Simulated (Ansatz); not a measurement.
# Hypothetical Fm-3m WSe2, thickness series

Take WSe2 (space group Fm-3m, No. 225; a = 6.2622 Å; ferromagnetic; a hypothetical phase, not in the database extracts checked) as the base. Axes: x, y, z lie along the cube axes.

Free-standing slabs (3 atom(s) a layer) normal to [111] with 15 Å of vacuum; in-plane cell held at bulk.

The values are results of r2SCAN in Ansatz (plane waves to 500 eV, PAW, no SOC), not measurements.

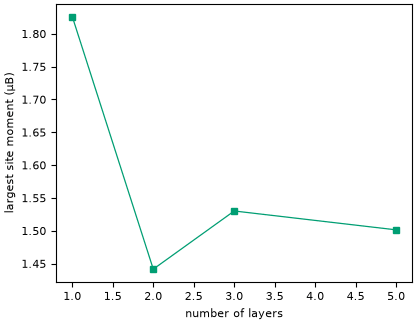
Figure. Largest site moment against number of layers

```tsv
number of layers	largest site moment
1	1.83 μB
2	1.44 μB
3	1.53 μB
5	1.50 μB
```

The magnetic state is the one reached from the starting moments; the real material's order can differ, and small cells can't hold many antiferromagnetic ones. Whether these cells are dynamically stable was not tested.

Ansatz is a quantum-chemistry and plane-wave program.
